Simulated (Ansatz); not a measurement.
# Run report: SnH3Cl2OF, nudged elastic band (part 1 of 2)

System: SnH3Cl2OF.
Method: RKS CAM-B3LYP-D4/def2-SVP (Ansatz 0.2.0).

The run did not end well. One setting was made poor on purpose. It belongs to a series of runs on one base structure; here: band between the two ends.

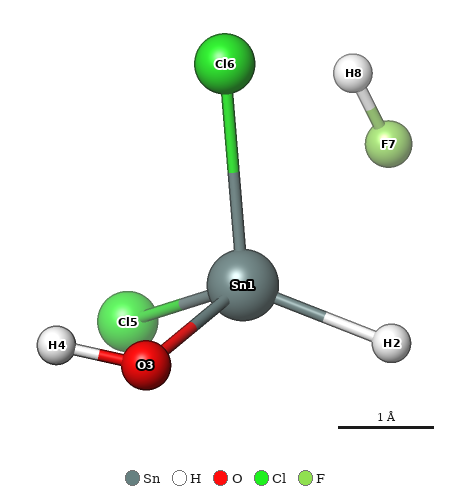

**Figure 1.** The structure as given in the input (ball-and-stick view, seen at a tilt; atoms are numbered from 1 in the order of the input). Sticks mark near contacts. Bond lengths as drawn: Cl–Sn 2.33 to 2.38 Å, F–H 0.94 Å, H–O 0.97 Å, H–Sn 1.68 Å and O–Sn 1.96 Å.

## Outcome

| quantity | value |
| --- | --- |
| outcome | not converged |
| barrier, forward (band not converged) | 1.503 eV |
| barrier, backward | 1.378 eV |
| hardware | 4 threads of Arm Neoverse V1, 24 GiB of memory available, shared host |
| wall time | 4.2 min (CPU time 16 min) |
| peak memory | 0.32 GiB |

## Diagnosis

The run did not converge: “NEB band did not converge after 60 iterations: max|band force component| = 1.52e-1 eV/Å (threshold 3.0e-2); raise `neb.max_iterations` in a new run, which can start from the last band evaluated (`neb.initial_path`, with `crystal.atoms` and `neb.final_atoms` set to its first and last images), add images, or start from endpoints closer to local minima …” Its last values are not results. A deliberately poor setting: few images.

## The input
```yaml
crystal:
  periodic: [false, false, false]
  atoms:
    - { symbol: Sn, position_ang: [0.284173, 0.024666, 0.285633] }
    - { symbol: H, position_ang: [0.628947, 0.238665, 1.919186] }
    - { symbol: O, position_ang: [1.983967, -0.437463, -0.571154] }
    - { symbol: H, position_ang: [1.940108, -0.512871, -1.533886] }
    - { symbol: Cl, position_ang: [-0.574478, 1.822216, -0.918659] }
    - { symbol: Cl, position_ang: [-1.133922, -1.820532, -0.200188] }
    - { symbol: F, position_ang: [-2.150241, 0.25908, 1.559467] }
    - { symbol: H, position_ang: [-2.378957, -0.525862, 1.100101] }
basis:
  gaussian: { orbitals: def2-SVP }
hamiltonian:
  xc: cam_b3lyp
  dispersion: d4
neb:
  order_check: false
  images: 2
  f_tol: 0.03
  max_iterations: 60
  climbing: true
  final_atoms:
    - { symbol: Sn, position_ang: [-0.68340678, -0.11139663, -0.81018649] }
    - { symbol: H, position_ang: [0.81536297, -0.05616008, 2.80823788] }
    - { symbol: O, position_ang: [1.18722719, -0.39633068, -0.36201773] }
    - { symbol: H, position_ang: [1.32019862, -0.35001624, 0.59758435] }
    - { symbol: Cl, position_ang: [-1.01504378, 1.84598608, -1.98233547] }
    - { symbol: Cl, position_ang: [-1.58118608, -1.9090545, -1.93865004] }
    - { symbol: F, position_ang: [-1.58593441, 0.05149558, 0.88126648] }
    - { symbol: H, position_ang: [0.14237927, -0.02662452, 2.44660102] }
  initial_path:
    images:
      - { positions_ang: [[0.284173, 0.024666, 0.285633], [0.628947, 0.238665, 1.919186], [1.983967, -0.437463, -0.571154], [1.940108, -0.512871, -1.533886], [-0.574478, 1.822216, -0.918659], [-1.133922, -1.820532, -0.200188], [-2.150241, 0.25908, 1.559467], [-2.378957, -0.525862, 1.100101]] }
      - { positions_ang: [[0.09041759, 0.00225876, 0.08843954], [0.28210093, 0.08042925, 2.02415781], [1.86215997, -0.20895315, -0.69916868], [2.02546198, -0.87798081, -1.10458397], [-0.92199811, 1.94235715, -0.81533405], [-1.22470682, -1.89137733, -0.55655666], [-2.06535581, 0.1439513, 1.04374218], [-1.44848273, -0.14278618, 1.65980383]] }
      - { positions_ang: [[-0.232109, -0.04309545, -0.27683362], [0.34423959, -0.01784578, 2.32050844], [1.59658003, -0.19524238, -0.62945659], [1.81882551, -0.82369589, -0.39409385], [-1.06885337, 1.95028051, -1.16989287], [-1.37379485, -1.92088483, -1.13604401], [-1.87725362, 0.0747565, 0.81767534], [-0.6080373, 0.02362631, 2.10863717]] }
      - { positions_ang: [[-0.68340678, -0.11139663, -0.81018649], [0.81536297, -0.05616008, 2.80823788], [1.18722719, -0.39633068, -0.36201773], [1.32019862, -0.35001624, 0.59758435], [-1.01504378, 1.84598608, -1.98233547], [-1.58118608, -1.9090545, -1.93865004], [-1.58593441, 0.05149558, 0.88126648], [0.14237927, -0.02662452, 2.44660102]] }
```

Launched with:
```bash
ansatz run input.yaml --threads 4 --pin off --max-ram 5120MiB --backend cpu --events-out ev --progress --plain --runs-dir out
```

## The program's output
```
Engine: ansatz 0.2.0, aarch64-unknown-linux-gnu
Functional definition: CAM-B3LYP
  parameter alpha = 0.19
  parameter beta = 0.46
  parameter omega = 0.33/bohr
  parameter ac = 0.81
  exchange = (1 - alpha - beta)*b88_x + beta*b88_x_sr(omega) + alpha*exact_x + beta*exact_x_lr(omega)
  correlation = (1 - ac)*vwn5_c + ac*lyp_c
1149 factors; integrals over basis functions are off by at most 3.2e-4 eV
325 factors; integrals over basis functions are off by at most 8.1e-7 eV
mean field evaluation 1: about -35673.0657 eV, gradient 5.8e1 eV
mean field evaluation 2: about -35663.8645 eV, gradient 9.1e1 eV
mean field evaluation 4: about -35679.2222 eV, gradient 3.5e0 eV
mean field evaluation 8: about -35679.2764 eV, gradient 2.2e-1 eV
mean field evaluation 16: about -35679.2765 eV, gradient 7.4e-5 eV
mean field -35679.27654009 eV, -1311.1892285661 hartree, gradient 7.4e-5 eV, S^2 0.000000; 0 other end points of the search recorded, 0 dependent functions left out
the calculation of the forces begins
reference -35679.27666141 eV, -1311.1892330244 hartree; 38, 38 occupied and 67, 67 virtual orbitals, 1149 factors
1151 factors; integrals over basis functions are off by at most 2.8e-4 eV
325 factors; integrals over basis functions are off by at most 2.9e-6 eV
mean field evaluation 32: about -35679.1573 eV, gradient 7.8e-5 eV
mean field -35679.15727276 eV, -1311.1848455725 hartree, gradient 7.8e-5 eV, S^2 0.000000; 0 other end points of the search recorded, 0 dependent functions left out
[... from here on the field's lines of each further geometry are left out, up to the last ...]
NEB iter   1: max|band force component| = 3.230e1 eV/Å  barrier→ = 5.4444 eV  barrier← = 5.3197 eV  Δτ_max = 0.2000 Å  (113 SCF iters)
NEB iter   2: max|band force component| = 7.228e0 eV/Å  barrier→ = 1.5807 eV  barrier← = 1.4560 eV  Δτ_max = 0.1937 Å  (75 SCF iters)
NEB iter   3: max|band force component| = 1.443e0 eV/Å  barrier→ = 0.6113 eV  barrier← = 0.4866 eV  Δτ_max = 0.1855 Å  (65 SCF iters)
NEB iter   4: max|band force component| = 9.094e-1 eV/Å  barrier→ = 0.4534 eV  barrier← = 0.3288 eV  Δτ_max = 0.1981 Å  (65 SCF iters)
NEB iter   5: max|band force component| = 6.693e-1 eV/Å  barrier→ = 0.4245 eV  barrier← = 0.2998 eV  Δτ_max = 0.1545 Å  (66 SCF iters)
NEB iter   6: max|band force component| = 4.155e-1 eV/Å  barrier→ = 0.4056 eV  barrier← = 0.2810 eV  CI = image 2  Δτ_max = 0.2000 Å  (67 SCF iters)
NEB iter   7: max|band force component| = 6.073e-1 eV/Å  barrier→ = 0.5622 eV  barrier← = 0.4375 eV  CI = image 2  Δτ_max = 0.1988 Å  (63 SCF iters)
NEB iter   8: max|band force component| = 1.646e0 eV/Å  barrier→ = 1.0576 eV  barrier← = 0.9329 eV  CI = image 2  Δτ_max = 0.0987 Å  (66 SCF iters)
NEB iter   9: max|band force component| = 1.435e0 eV/Å  barrier→ = 1.0356 eV  barrier← = 0.9109 eV  CI = image 2  Δτ_max = 0.1937 Å  (65 SCF iters)
NEB iter  10: max|band force component| = 1.307e0 eV/Å  barrier→ = 1.1143 eV  barrier← = 0.9897 eV  CI = image 2  Δτ_max = 0.1997 Å  (66 SCF iters)
NEB iter  11: max|band force component| = 1.180e0 eV/Å  barrier→ = 1.1378 eV  barrier← = 1.0131 eV  CI = image 2  Δτ_max = 0.1931 Å  (67 SCF iters)
NEB iter  12: max|band force component| = 1.205e0 eV/Å  barrier→ = 1.2222 eV  barrier← = 1.0976 eV  CI = image 2  Δτ_max = 0.2000 Å  (67 SCF iters)
NEB iter  13: max|band force component| = 1.390e0 eV/Å  barrier→ = 1.5475 eV  barrier← = 1.4228 eV  CI = image 2  Δτ_max = 0.1998 Å  (70 SCF iters)
NEB iter  14: max|band force component| = 1.850e0 eV/Å  barrier→ = 1.9035 eV  barrier← = 1.7789 eV  CI = image 2  Δτ_max = 0.1890 Å  (70 SCF iters)
NEB iter  15: max|band force component| = 2.053e0 eV/Å  barrier→ = 1.8590 eV  barrier← = 1.7343 eV  CI = image 2  Δτ_max = 0.1960 Å  (71 SCF iters)
NEB iter  16: max|band force component| = 1.581e0 eV/Å  barrier→ = 1.6517 eV  barrier← = 1.5270 eV  CI = image 2  Δτ_max = 0.1996 Å  (65 SCF iters)
NEB iter  17: max|band force component| = 1.538e0 eV/Å  barrier→ = 1.3873 eV  barrier← = 1.2626 eV  CI = image 2  Δτ_max = 0.1983 Å  (64 SCF iters)
NEB iter  18: max|band force component| = 4.629e0 eV/Å  barrier→ = 1.1229 eV  barrier← = 0.9982 eV  CI = image 2  Δτ_max = 0.1000 Å  (64 SCF iters)
NEB iter  19: max|band force component| = 1.120e0 eV/Å  barrier→ = 0.8736 eV  barrier← = 0.7490 eV  CI = image 2  Δτ_max = 0.1973 Å  (65 SCF iters)
NEB iter  20: max|band force component| = 1.227e0 eV/Å  barrier→ = 0.6442 eV  barrier← = 0.5196 eV  CI = image 2  Δτ_max = 0.1971 Å  (63 SCF iters)
NEB iter  21: max|band force component| = 1.359e0 eV/Å  barrier→ = 0.4590 eV  barrier← = 0.3344 eV  CI = image 2  Δτ_max = 0.1960 Å  (64 SCF iters)
NEB iter  22: max|band force component| = 8.321e-1 eV/Å  barrier→ = 0.3227 eV  barrier← = 0.1980 eV  CI = image 2  Δτ_max = 0.1896 Å  (65 SCF iters)
NEB iter  23: max|band force component| = 3.057e-1 eV/Å  barrier→ = 0.2608 eV  barrier← = 0.1361 eV  CI = image 2  Δτ_max = 0.1180 Å  (63 SCF iters)
NEB iter  24: max|band force component| = 2.356e-1 eV/Å  barrier→ = 0.2400 eV  barrier← = 0.1153 eV  CI = image 2  Δτ_max = 0.1982 Å  (66 SCF iters)
NEB iter  25: max|band force component| = 1.455e-1 eV/Å  barrier→ = 0.2658 eV  barrier← = 0.1411 eV  CI = image 2  Δτ_max = 0.1988 Å  (63 SCF iters)
NEB iter  26: max|band force component| = 1.496e-1 eV/Å  barrier→ = 0.2381 eV  barrier← = 0.1135 eV  CI = image 2  Δτ_max = 0.0998 Å  (61 SCF iters)
NEB iter  27: max|band force component| = 2.508e-1 eV/Å  barrier→ = 0.2307 eV  barrier← = 0.1060 eV  CI = image 2  Δτ_max = 0.0499 Å  (65 SCF iters)
NEB iter  28: max|band force component| = 2.828e-1 eV/Å  barrier→ = 0.2283 eV  barrier← = 0.1036 eV  CI = image 2  Δτ_max = 0.0990 Å  (67 SCF iters)
NEB iter  29: max|band force component| = 3.496e-1 eV/Å  barrier→ = 0.2253 eV  barrier← = 0.1007 eV  CI = image 2  Δτ_max = 0.0980 Å  (66 SCF iters)
NEB iter  30: max|band force component| = 3.634e-1 eV/Å  barrier→ = 0.2208 eV  barrier← = 0.0962 eV  CI = image 2  Δτ_max = 0.1930 Å  (62 SCF iters)
NEB iter  31: max|band force component| = 4.347e-1 eV/Å  barrier→ = 0.2084 eV  barrier← = 0.0837 eV  CI = image 2  Δτ_max = 0.1986 Å  (71 SCF iters)
NEB iter  32: max|band force component| = 6.022e-1 eV/Å  barrier→ = 0.1877 eV  barrier← = 0.0630 eV  CI = image 2  Δτ_max = 0.1953 Å  (64 SCF iters)
NEB iter  33: max|band force component| = 8.094e0 eV/Å  barrier→ = 0.1534 eV  barrier← = 0.0287 eV  CI = image 1  Δτ_max = 0.1945 Å  (64 SCF iters)
NEB iter  34: max|band force component| = 1.288e0 eV/Å  barrier→ = 0.3033 eV  barrier← = 0.1787 eV  CI = image 2  Δτ_max = 0.1936 Å  (65 SCF iters)
NEB iter  35: max|band force component| = 7.920e0 eV/Å  barrier→ = 0.1762 eV  barrier← = 0.0516 eV  CI = image 1  Δτ_max = 0.0991 Å  (70 SCF iters)
NEB iter  36: max|band force component| = 1.538e0 eV/Å  barrier→ = 0.2455 eV  barrier← = 0.1208 eV  CI = image 2  Δτ_max = 0.1881 Å  (64 SCF iters)
NEB iter  37: max|band force component| = 8.142e0 eV/Å  barrier→ = 0.1803 eV  barrier← = 0.0557 eV  CI = image 1  Δτ_max = 0.2000 Å  (71 SCF iters)
NEB iter  38: max|band force component| = 2.003e0 eV/Å  barrier→ = 0.4512 eV  barrier← = 0.3265 eV  CI = image 2  Δτ_max = 0.1937 Å  (64 SCF iters)
NEB iter  39: max|band force component| = 9.188e-1 eV/Å  barrier→ = 0.2414 eV  barrier← = 0.1167 eV  CI = image 2  Δτ_max = 0.1941 Å  (69 SCF iters)
NEB iter  40: max|band force component| = 5.494e-1 eV/Å  barrier→ = 0.2958 eV  barrier← = 0.1711 eV  CI = image 2  Δτ_max = 0.1989 Å  (71 SCF iters)
NEB iter  41: max|band force component| = 7.068e-1 eV/Å  barrier→ = 0.3242 eV  barrier← = 0.1995 eV  CI = image 2  Δτ_max = 0.1954 Å  (64 SCF iters)
NEB iter  42: max|band force component| = 7.875e-1 eV/Å  barrier→ = 0.3544 eV  barrier← = 0.2297 eV  CI = image 2  Δτ_max = 0.1973 Å  (64 SCF iters)
NEB iter  43: max|band force component| = 8.960e-1 eV/Å  barrier→ = 0.3793 eV  barrier← = 0.2546 eV  CI = image 2  Δτ_max = 0.1972 Å  (64 SCF iters)
NEB iter  44: max|band force component| = 9.699e-1 eV/Å  barrier→ = 0.4015 eV  barrier← = 0.2768 eV  CI = image 2  Δτ_max = 0.1969 Å  (64 SCF iters)
NEB iter  45: max|band force component| = 8.768e-1 eV/Å  barrier→ = 0.4354 eV  barrier← = 0.3107 eV  CI = image 2  Δτ_max = 0.1941 Å  (64 SCF iters)
NEB iter  46: max|band force component| = 9.175e-1 eV/Å  barrier→ = 0.4553 eV  barrier← = 0.3306 eV  CI = image 2  Δτ_max = 0.2000 Å  (65 SCF iters)
NEB iter  47: max|band force component| = 1.181e0 eV/Å  barrier→ = 0.5399 eV  barrier← = 0.4153 eV  CI = image 2  Δτ_max = 0.2000 Å  (63 SCF iters)
NEB iter  48: max|band force component| = 1.268e0 eV/Å  barrier→ = 0.6146 eV  barrier← = 0.4899 eV  CI = image 2  Δτ_max = 0.1975 Å  (64 SCF iters)
NEB iter  49: max|band force component| = 8.958e-1 eV/Å  barrier→ = 0.7439 eV  barrier← = 0.6192 eV  CI = image 2  Δτ_max = 0.1982 Å  (64 SCF iters)
NEB iter  50: max|band force component| = 1.354e0 eV/Å  barrier→ = 0.9127 eV  barrier← = 0.7880 eV  CI = image 2  Δτ_max = 0.1962 Å  (65 SCF iters)
NEB iter  51: max|band force component| = 1.018e0 eV/Å  barrier→ = 1.0938 eV  barrier← = 0.9691 eV  CI = image 2  Δτ_max = 0.1966 Å  (66 SCF iters)
NEB iter  52: max|band force component| = 1.377e0 eV/Å  barrier→ = 1.2803 eV  barrier← = 1.1556 eV  CI = image 2  Δτ_max = 0.1971 Å  (71 SCF iters)
NEB iter  53: max|band force component| = 6.697e-1 eV/Å  barrier→ = 1.4576 eV  barrier← = 1.3329 eV  CI = image 2  Δτ_max = 0.1988 Å  (66 SCF iters)
NEB iter  54: max|band force component| = 8.500e-1 eV/Å  barrier→ = 1.6762 eV  barrier← = 1.5515 eV  CI = image 2  Δτ_max = 0.0996 Å  (71 SCF iters)
NEB iter  55: max|band force component| = 5.980e-1 eV/Å  barrier→ = 1.5917 eV  barrier← = 1.4670 eV  CI = image 2  Δτ_max = 0.1012 Å  (66 SCF iters)
NEB iter  56: max|band force component| = 4.026e-1 eV/Å  barrier→ = 1.5361 eV  barrier← = 1.4115 eV  CI = image 2  Δτ_max = 0.0988 Å  (66 SCF iters)
NEB iter  57: max|band force component| = 2.968e-1 eV/Å  barrier→ = 1.5144 eV  barrier← = 1.3897 eV  CI = image 2  Δτ_max = 0.1002 Å  (65 SCF iters)
NEB iter  58: max|band force component| = 1.493e-1 eV/Å  barrier→ = 1.5058 eV  barrier← = 1.3812 eV  CI = image 2  Δτ_max = 0.1025 Å  (65 SCF iters)
```
